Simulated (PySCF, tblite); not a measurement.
# C6H5FN2: a rotation path, then NMR shifts on frames

Aim: move C6H5FN2 (`C/C(C#N)=C(\C#N)CF`) away from its starting geometry and see how NMR shifts follow the geometry.

Computed with tblite 0.8.0 and PySCF 2.14.0, with density-fitted response routines of our own, on a single molecule in the gas phase. Atoms are numbered from 0 throughout.

**1. The molecule as given**

14 atoms, charge 0, multiplicity 1; geometry from: GFN2-xTB.

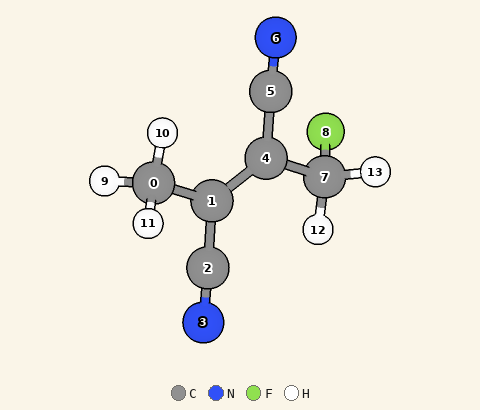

The starting geometry (carbon grey, nitrogen blue, fluorine green, hydrogen white), atoms numbered.

**2. The rotation path with GFN2-xTB**

What the job is given:

```
{"job": {"kind": "neb", "xc": "GFN2-xTB", "basis": "xTB", "atoms": [5, 4, 7, 8], "turn": 120}, "charge": 0, "multiplicity": 1}
C     -1.969513     0.027472    -0.060653
C     -0.542665    -0.416031    -0.040259
C     -0.343753    -1.814595    -0.135436
N     -0.216395    -2.951437    -0.207951
C      0.513872     0.416197     0.071053
C      0.322694     1.812875     0.176663
N      0.182779     2.945798     0.279637
C      1.947689    -0.046761     0.088245
F      2.626633     0.464362    -0.988892
H     -2.415428    -0.221455    -1.024395
H     -2.045161     1.100190     0.100191
H     -2.537259    -0.497667     0.707789
H      2.013594    -1.137938     0.025947
H      2.462234     0.318516     0.985896
```

Method: GFN2-xTB climbing-image nudged elastic band, gas phase.

The run is started by

```console
$ OMP_NUM_THREADS=1 python probes_run.py task.json out
```

This one command runs all jobs of the session in turn.

Log:

```text
image   E - E0 / eV
  0      -0.0000
  1       0.0041
  2       0.0128
  3       0.0223
  4       0.0267
  5       0.0231
  6       0.0141
  7       0.0053
  8       0.0002
```

Wall time 5.1 s (1 thread of Arm Neoverse N1, shared host); peak memory 0.18 GiB.

The final band, with the dihedral C5–C4–C7–F8:

```
image  dihedral (°)  energy (eV)  energy (kcal/mol)
    0           -62        0.000                0.0
    1           -47        0.004                0.1
    2           -32        0.013                0.3
    3           -17        0.022                0.5
    4            -2        0.027                0.6
    5            13        0.023                0.5
    6            28        0.014                0.3
    7            43        0.005                0.1
    8            57        0.000                0.0
```

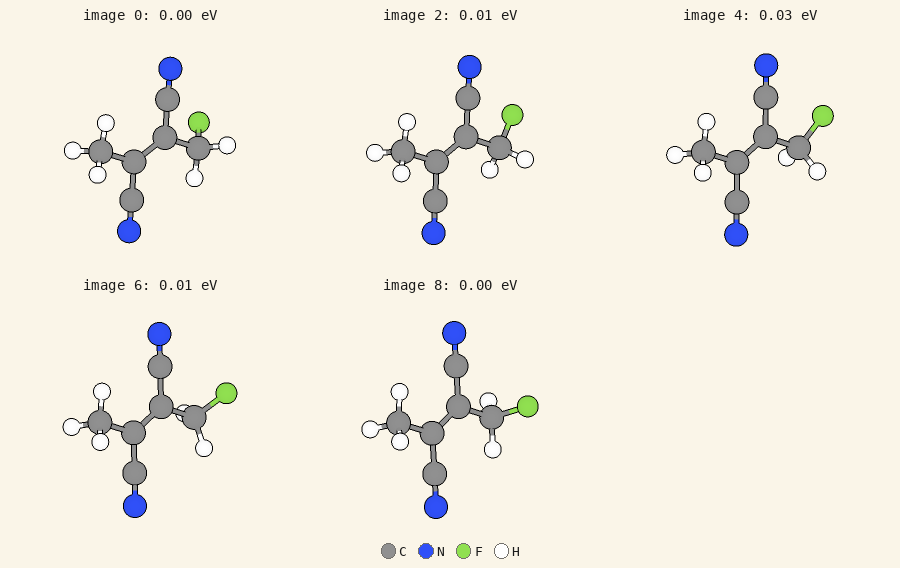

Images along the band.

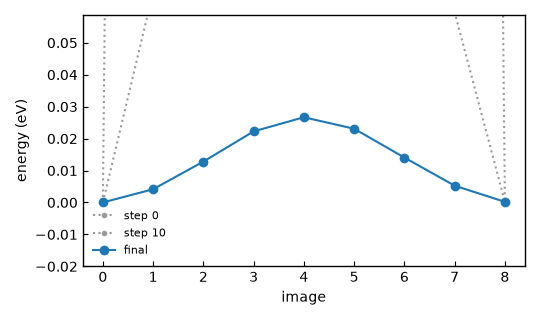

Energy along the band, early and final.

**3. Nuclear shieldings: image 0, PBE0/pcSseg-1**

What the job is given:

```
{"job": {"kind": "nmr", "xc": "PBE0", "basis": "pcSseg-1", "pop": false}, "charge": 0, "multiplicity": 1}
C     -1.969500     0.027500    -0.060700
C     -0.542700    -0.416000    -0.040300
C     -0.343800    -1.814600    -0.135400
N     -0.216400    -2.951400    -0.208000
C      0.513900     0.416200     0.071100
C      0.322700     1.812900     0.176700
N      0.182800     2.945800     0.279600
C      1.947700    -0.046800     0.088200
F      2.626600     0.464400    -0.988900
H     -2.415400    -0.221500    -1.024400
H     -2.045200     1.100200     0.100200
H     -2.537300    -0.497700     0.707800
H      2.013600    -1.137900     0.025900
H      2.462200     0.318500     0.985900
```

Method: GIAO PBE0/pcSseg-1 NMR shielding, non-relativistic, gas phase.

Log:

```text
coarse grid: 12832 points
cycle   1  E = -440.2201488271  dE =  1.389e+00  |g| = 7.106e-01  |ddm| = 3.798e+00
cycle   2  E = -439.8192321059  dE =  4.009e-01  |g| = 1.546e+00  |ddm| = 2.171e+00
cycle   3  E = -440.3215433621  dE = -5.023e-01  |g| = 1.937e-01  |ddm| = 1.555e+00
cycle   4  E = -440.3278907862  dE = -6.347e-03  |g| = 7.875e-02  |ddm| = 1.906e-01
cycle   5  E = -440.3290250485  dE = -1.134e-03  |g| = 1.466e-02  |ddm| = 7.012e-02
cycle   6  E = -440.3290689473  dE = -4.390e-05  |g| = 3.545e-03  |ddm| = 1.685e-02
cycle   7  E = -440.3290714990  dE = -2.552e-06  |g| = 1.049e-03  |ddm| = 3.393e-03
final grid: 127696 points
cycle   8  E = -440.3867242501  dE = -3.979e-05  |g| = 6.961e-03  |ddm| = 3.899e-02
cycle   9  E = -440.3867207707  dE =  3.479e-06  |g| = 8.483e-03  |ddm| = 1.347e-02
cycle  10  E = -440.3867350657  dE = -1.429e-05  |g| = 1.364e-03  |ddm| = 6.972e-03
cycle  11  E = -440.3867354211  dE = -3.554e-07  |g| = 3.989e-04  |ddm| = 1.368e-03
cycle  12  E = -440.3867354518  dE = -3.064e-08  |g| = 2.052e-04  |ddm| = 4.834e-04
cycle  13  E = -440.3867354589  dE = -7.155e-09  |g| = 7.424e-05  |ddm| = 1.919e-04
cycle  14  E = -440.3867354601  dE = -1.208e-09  |g| = 2.142e-05  |ddm| = 7.182e-05
cycle  15  E = -440.3867354602  dE = -9.823e-11  |g| = 4.675e-06  |ddm| = 2.327e-05
converged SCF energy = -440.3867354602

GIAO shielding tensors (ppm)
atom      isotropic    diamagn.    paramagn.     s11        s22        s33       span
  0 C      162.238     244.150     -81.913    144.955    156.607    185.151     40.195
  1 C       49.157     258.735    -209.578    -69.856     65.994    151.333    221.189
  2 C       66.368     261.004    -194.636    -51.821    -46.335    297.261    349.082
  3 N      -78.351     340.648    -418.999   -215.069   -212.058    192.075    407.144
  4 C       54.901     259.638    -204.737    -60.212     80.517    144.397    204.609
  5 C       66.441     260.160    -193.720    -48.251    -45.436    293.008    341.259
  6 N      -78.748     340.754    -419.503   -226.740   -207.944    198.439    425.179
  7 C      101.586     236.151    -134.564     74.676     84.607    145.476     70.800
  8 F      409.130     468.626     -59.496    377.929    386.994    462.467     84.538
  9 H       29.367      26.879       2.488     25.696     27.078     35.327      9.631
 10 H       28.770      29.406      -0.636     24.015     29.163     33.131      9.116
 11 H       29.476      26.881       2.595     25.542     27.476     35.411      9.869
 12 H       25.873      28.247      -2.374     21.924     25.879     29.816      7.892
 13 H       26.417      26.320       0.097     23.198     26.366     29.687      6.488
```

Run time: 34 s. Hardware: 1 thread of Arm Neoverse N1, shared host; peak memory 0.8 GiB.

Shifts follow as δ = σ(reference) − σ, with reference shieldings (ppm) from runs at the same level and on the same kind of geometry: 1H TMS 31.72, 13C TMS 186.9, 19F CFCl3 170.9, 15N NH3 267.7. The references are single molecules in the gas phase, so shifts against H2O, NH3, PH3, H3PO4 or CFCl3 are not on the usual liquid scales and can be off by tens of ppm. Each atom is listed at this fixed geometry, with no averaging over motion; a spectrum would average atoms that exchange fast.

```
atoms                                 environment  σ (ppm)  δ (ppm)
   C1             fully substituted alkene carbon     49.2    137.8
   C4             fully substituted alkene carbon     54.9    132.0
   C2                              nitrile carbon     66.4    120.6
   C5                              nitrile carbon     66.4    120.5
   C7                 allylic sp3 CH2 bonded to F    101.6     85.3
   C0                       allylic methyl carbon    162.2     24.7
  H12  hydrogen on an allylic sp3 CH2 bonded to F    25.87     5.84
  H13  hydrogen on an allylic sp3 CH2 bonded to F    26.42     5.30
  H10        hydrogen on an allylic methyl carbon    28.77     2.95
   H9        hydrogen on an allylic methyl carbon    29.37     2.35
  H11        hydrogen on an allylic methyl carbon    29.48     2.24
   N6                            nitrile nitrogen    -78.7    346.5
   N3                            nitrile nitrogen    -78.4    346.1
   F8                   fluorine on an sp3 carbon    409.1   -238.2
```

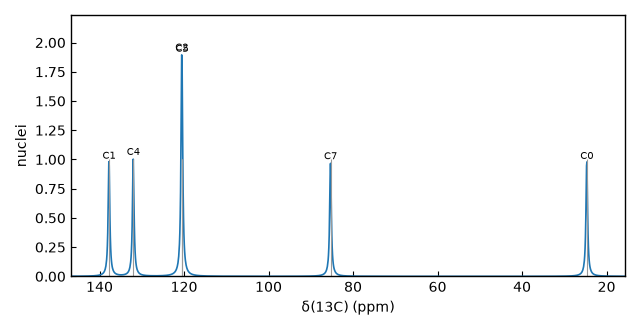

13C lines at the computed shifts, without couplings. Lines are broadened to a width of 0.45 ppm (Lorentzian).

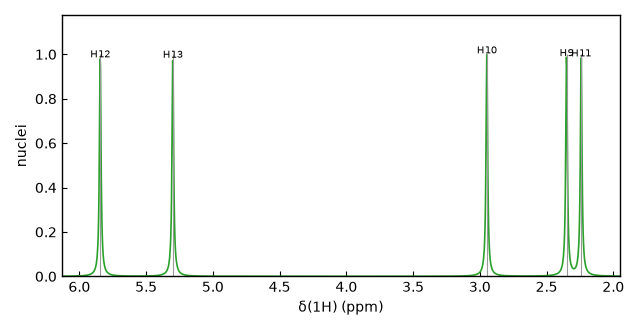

1H lines at the computed shifts, without couplings. Lines are broadened to a width of 0.01 ppm (Lorentzian).

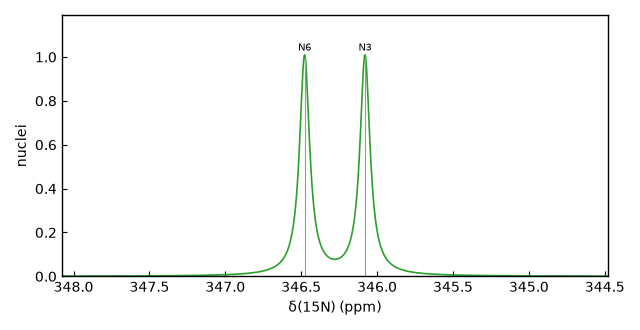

15N lines at the computed shifts, without couplings. Lines are broadened to a width of 0.08 ppm (Lorentzian).

**4. Shielding tensors: image 2, PBE0/pcSseg-1**

What the job is given:

```
{"job": {"kind": "nmr", "xc": "PBE0", "basis": "pcSseg-1", "pop": false}, "charge": 0, "multiplicity": 1}
C     -1.969800     0.028400    -0.040300
C     -0.544100    -0.419000    -0.017000
C     -0.355200    -1.820500    -0.026500
N     -0.242900    -2.961400    -0.020600
C      0.517900     0.412800     0.015900
C      0.328800     1.813100     0.066800
N      0.177100     2.947500     0.119900
C      1.948000    -0.058600     0.036200
F      2.763400     0.845000    -0.587200
H     -2.433100    -0.292500    -0.974000
H     -2.040100     1.110100     0.040800
H     -2.522700    -0.435300     0.776400
H      2.064200    -1.017000    -0.482600
H      2.307800    -0.152900     1.070200
```

With the program's defaults for keys left out, this is: GIAO PBE0/pcSseg-1 NMR shielding, non-relativistic, gas phase.

Log:

```text
coarse grid: 12832 points
cycle   1  E = -440.2203610860  dE =  1.396e+00  |g| = 7.075e-01  |ddm| = 3.814e+00
cycle   2  E = -439.8218554283  dE =  3.985e-01  |g| = 1.540e+00  |ddm| = 2.243e+00
cycle   3  E = -440.3208878272  dE = -4.990e-01  |g| = 1.935e-01  |ddm| = 1.591e+00
cycle   4  E = -440.3272650058  dE = -6.377e-03  |g| = 7.805e-02  |ddm| = 1.999e-01
cycle   5  E = -440.3283776621  dE = -1.113e-03  |g| = 1.524e-02  |ddm| = 7.188e-02
cycle   6  E = -440.3284240650  dE = -4.640e-05  |g| = 4.473e-03  |ddm| = 1.719e-02
cycle   7  E = -440.3284281001  dE = -4.035e-06  |g| = 1.712e-03  |ddm| = 5.067e-03
final grid: 127696 points
cycle   8  E = -440.3860318497  dE = -3.957e-05  |g| = 6.914e-03  |ddm| = 4.078e-02
cycle   9  E = -440.3860240914  dE =  7.758e-06  |g| = 9.283e-03  |ddm| = 1.464e-02
cycle  10  E = -440.3860423782  dE = -1.829e-05  |g| = 2.046e-03  |ddm| = 8.483e-03
cycle  11  E = -440.3860432784  dE = -9.002e-07  |g| = 5.938e-04  |ddm| = 1.951e-03
cycle  12  E = -440.3860433423  dE = -6.393e-08  |g| = 2.112e-04  |ddm| = 6.023e-04
cycle  13  E = -440.3860433505  dE = -8.128e-09  |g| = 7.882e-05  |ddm| = 2.007e-04
cycle  14  E = -440.3860433518  dE = -1.305e-09  |g| = 2.699e-05  |ddm| = 7.741e-05
cycle  15  E = -440.3860433519  dE = -1.268e-10  |g| = 1.095e-05  |ddm| = 2.961e-05
converged SCF energy = -440.3860433519

GIAO shielding tensors (ppm)
atom      isotropic    diamagn.    paramagn.     s11        s22        s33       span
  0 C      162.421     244.016     -81.595    145.290    156.517    185.456     40.166
  1 C       55.390     259.100    -203.710    -62.354     70.759    157.765    220.119
  2 C       66.621     261.022    -194.401    -51.614    -46.458    297.936    349.551
  3 N      -79.773     340.809    -420.582   -218.261   -206.194    185.137    403.398
  4 C       51.777     260.233    -208.457    -60.947     80.933    135.343    196.290
  5 C       68.264     260.001    -191.737    -44.382    -43.985    293.160    337.542
  6 N      -81.981     340.755    -422.736   -232.124   -210.969    197.148    429.272
  7 C      102.154     237.084    -134.930     75.402     83.074    147.986     72.584
  8 F      423.656     466.616     -42.960    393.342    404.074    473.551     80.209
  9 H       29.438      26.965       2.472     25.703     27.195     35.414      9.711
 10 H       28.785      29.480      -0.696     24.021     29.212     33.122      9.101
 11 H       29.524      26.948       2.576     25.638     27.459     35.475      9.837
 12 H       25.991      27.917      -1.925     21.399     26.378     30.197      8.798
 13 H       26.294      26.492      -0.197     22.334     27.020     29.529      7.195
```

Wall time 35 s (1 thread of Arm Neoverse N1, shared host); peak memory 0.8 GiB.

This run: δ C4 135.1, C1 131.5, C2 120.3, C5 118.7, H12 5.73, H13 5.42 ppm.

[end of part 1 of 2]
